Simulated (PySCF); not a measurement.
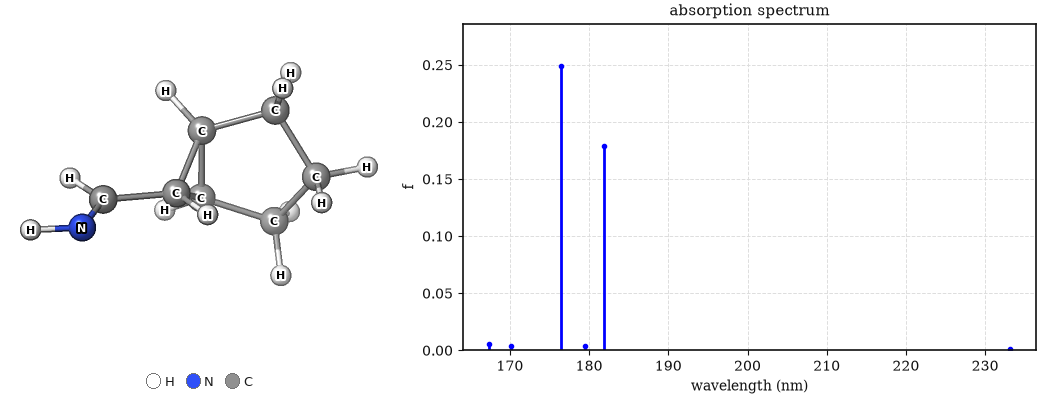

Computed absorption of C₇H₁₁N, SMILES [H]/N=C/[C@@H]1[C@H]2CCC[C@@H]12. Vertical TDDFT excitations, PBE0/def2-SVPD, PySCF 2.14.0, at a GFN2-xTB geometry (no frequency check), gas phase. Only the first 6 singlet excitations are included.

**Where is the lowest singlet, and is it bright?**

S1 lies at 5.32 eV (233 nm) with f = 0.001, mainly HOMO → LUMO (97 %); it is dark or nearly so.

**List the transitions behind the spectrum.**

| state | E (eV) | λ (nm) | f | main character |
| --- | --- | --- | --- | --- |
| S1 | 5.32 | 233 | 0.001 | HOMO → LUMO (97 %) |
| S2 | 6.82 | 182 | 0.179 | HOMO−1 → LUMO (64 %) |
| S3 | 6.91 | 180 | 0.003 | HOMO−2 → LUMO (96 %) |
| S4 | 7.03 | 176 | 0.249 | HOMO → LUMO+1 (36 %) |
| S5 | 7.29 | 170 | 0.004 | HOMO−1 → LUMO+1 (90 %) |
| S6 | 7.41 | 167 | 0.005 | HOMO → LUMO+2 (38 %) |

Known limits of this run: states above the negative HOMO energy depend on the basis; the tight-binding geometry is rougher than a DFT one and adds to the error; one conformer of a flexible molecule; core orbitals are frozen in the response.
